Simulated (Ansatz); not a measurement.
```yaml
atoms:
  - { symbol: Si, position_ang: [-0.0557, 0.1026, -0.6590] }
  - { symbol: Si, position_ang: [-0.1982, 0.3085, 1.9217] }
  - { symbol: Si, position_ang: [1.5880, -1.3165, -1.5412] }
  - { symbol: Si, position_ang: [-2.0520, -1.1658, -0.4182] }
  - { symbol: F, position_ang: [-0.5916, 1.3263, -1.5393] }
  - { symbol: H, position_ang: [1.0711, 3.1139, 0.2280] }
  - { symbol: Cl, position_ang: [0.4343, 3.9539, 0.9768] }
  - { symbol: H, position_ang: [0.8788, 0.8519, 0.6416] }
  - { symbol: F, position_ang: [1.5801, 1.3561, -0.2751] }
  - { symbol: H, position_ang: [-1.4709, 1.0515, 2.0317] }
  - { symbol: H, position_ang: [-0.3886, -1.1539, 2.0965] }
  - { symbol: H, position_ang: [0.8036, 0.8077, 2.9010] }
  - { symbol: H, position_ang: [0.9457, -2.4878, -2.1944] }
  - { symbol: H, position_ang: [2.4305, -1.7957, -0.4146] }
  - { symbol: H, position_ang: [2.4108, -0.5688, -2.5220] }
  - { symbol: H, position_ang: [-2.6267, -1.2744, -1.7878] }
  - { symbol: H, position_ang: [-1.6907, -2.5285, 0.0590] }
  - { symbol: H, position_ang: [-3.0683, -0.5809, 0.4953] }
```

A transition-state structure; geometry: PBE0-D4/def2-TZVP.

All numbers below come from RKS PBE0-D4/def2-TZVPP (Ansatz 0.2.0).

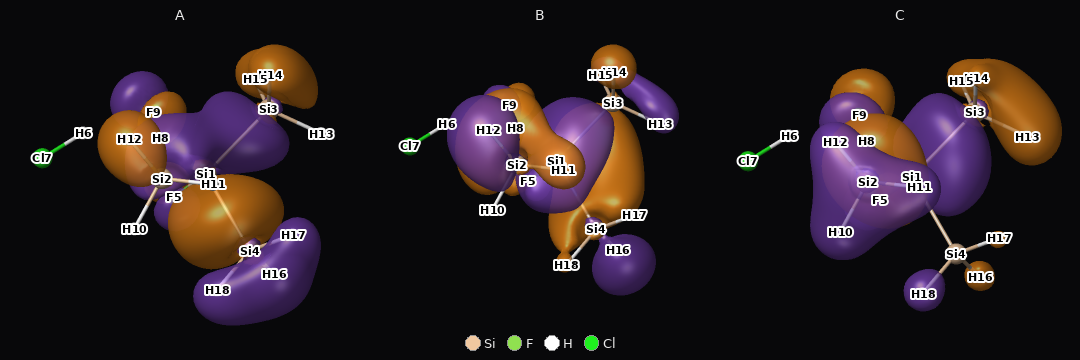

ClF2H11Si4. Three frontier orbitals at ±0.06 Å⁻³ᐟ² (orange and purple are the two phases), in no order.

Q: Which picture is the HOMO−1, the HOMO and the LUMO?

A: C is the HOMO−1 (−8.69 eV). Its weight (Hirshfeld) is mainly on Si1 (about 20 %), Si2 (about 20 %), F9 (about 20 %), Si3 (about 15 %) and H8 (about 5 %). A is the HOMO (−7.63 eV). It lies mainly on Si4 (about 25 %), Si1 (about 25 %), Si3 (about 10 %), F9 (about 10 %) and Si2 (about 5 %). B is the LUMO (−1.75 eV). It lies mainly on Si1 (about 30 %), Si2 (about 20 %), Si4 (about 10 %), Si3 (about 10 %), H8 (about 5 %) and H12 (about 5 %).

Q: What is the HOMO–LUMO gap?

A: 5.88 eV between the orbital energies.
